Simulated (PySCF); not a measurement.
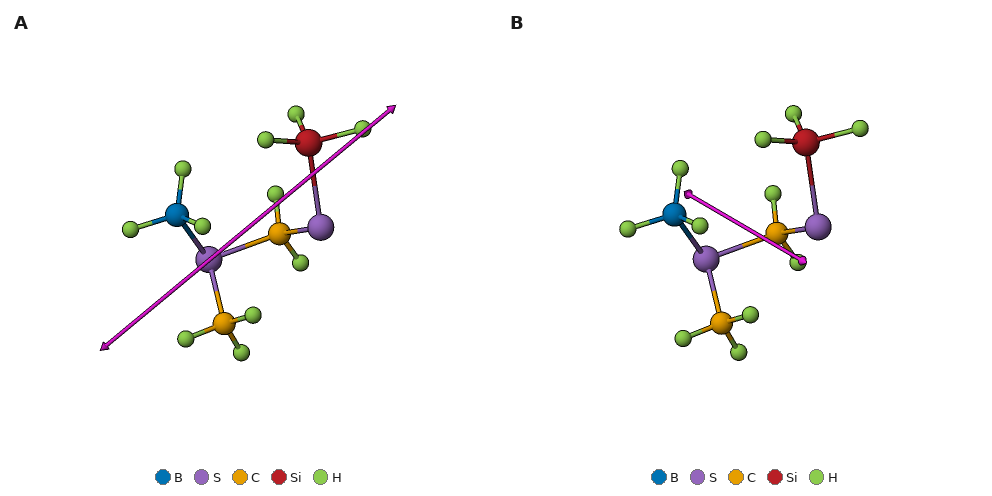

The double arrows show the directions of two transition dipoles from the ground state (lengths mean nothing). The geometry was computed by an optimisation with GFN2-xTB. No frequency run is at hand to confirm it as a minimum. Properties computed with TDDFT CAM-B3LYP/def2-SVPD, vertical, gas phase, core orbitals frozen in the response (PySCF 2.14.0).

### One belongs to singlet state 4 and one to singlet state 7. Which is which?

A: state 4, 6.76 eV (183 nm), oscillator strength 0.028, mainly HOMO → LUMO+3 (weight 0.56).
B: state 7, 7.34 eV (169 nm), oscillator strength 0.040, of mixed character, with the largest part HOMO−1 → LUMO+1 (weight 0.32).

The geometry is semi-empirical. Around B, Si such bond lengths and angles can be off by a tenth of an ångström or more and by several degrees, and values that hang on the shape move with them.
